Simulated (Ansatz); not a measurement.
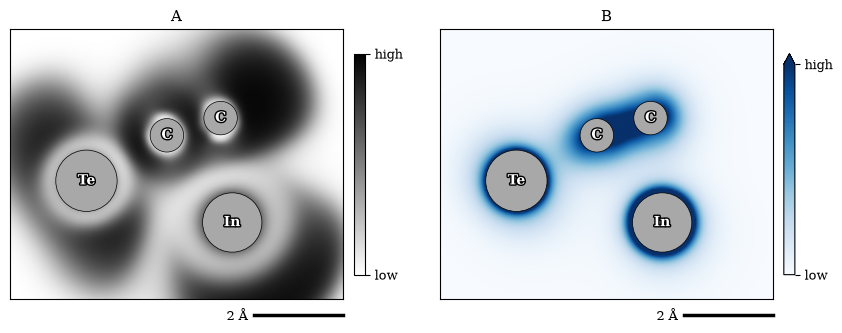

C2InTe (charge −1): 2 fields on the molecular plane, with unlabelled colour scales. Grey discs cover the atomic cores.

Geometry: B3LYP-D3(BJ)/def2-SVPD; core potentials replace the inner electrons of In and Te.

All numbers below come from Ansatz 0.2.0, isolated molecule in a Gaussian basis; Kohn-Sham density functional theory, functional PBE0.

```yaml
atoms:
  - { symbol: C, position_ang: [-0.6257, 2.3915, 0.7767] }
  - { symbol: C, position_ang: [-1.2331, 2.0528, -0.2844] }
  - { symbol: In, position_ang: [0.1544, 0.1805, 0.4762] }
  - { symbol: Te, position_ang: [-2.0257, 1.1301, -1.9712] }
```

> The panels show electron density and electron localisation function in some order. Assign them.

Panel A: electron localisation function. Panel B: electron density. From the grid: C–C (1.27 Å): the density is about 2.6 e/Å³ at the midpoint; the ELF peaks at about 0.90 between the atoms: a short, multiple covalent bond. C–Te (2.08 Å): ρ at the midpoint is about 0.8 e/Å³; the ELF peaks at about 0.90 between the atoms (a covalent bond).
